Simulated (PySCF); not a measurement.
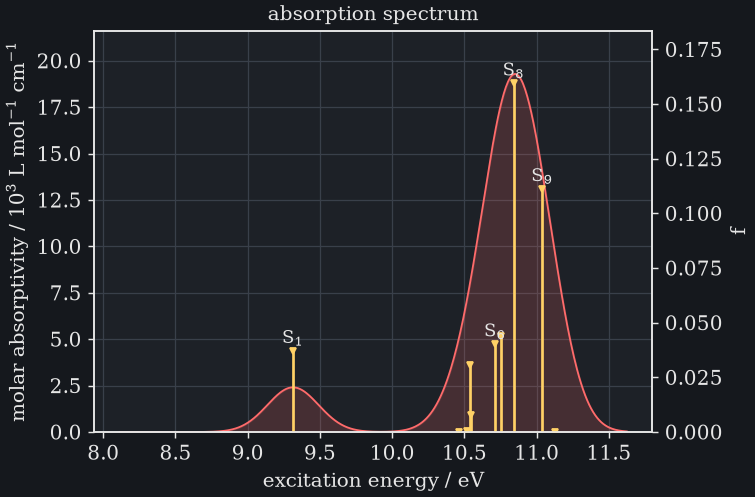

Vertical TDDFT excitations, CAM-B3LYP/def2-SVPD with PySCF 2.14.0, at a PBE0-D3(BJ)/def2-SVP geometry (no frequency check), gas phase. Only the first 10 singlet excitations are included; each is broadened by a Gaussian of 1/e half-width 0.25 eV. Sticks give oscillator strengths (right axis).

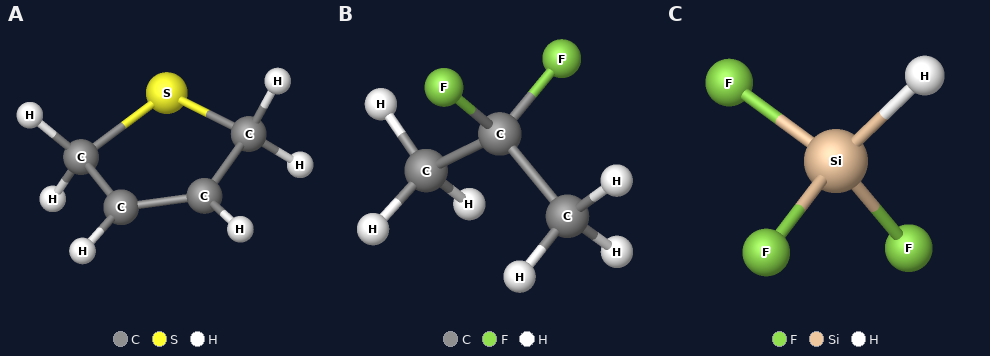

Whose absorption spectrum is this? Choose among the lettered structures.

Answer. Structure B, C₃H₆F₂ (2,2-difluoropropane), SMILES CC(C)(F)F. Its lowest singlet lies at 9.31 eV (f = 0.037) and the brightest of those computed is S8 at 10.84 eV (114 nm), f = 0.160, mainly HOMO−4 → LUMO (80 %).

Known limits of this run: states above the negative HOMO energy depend on the basis; core orbitals are frozen in the response.
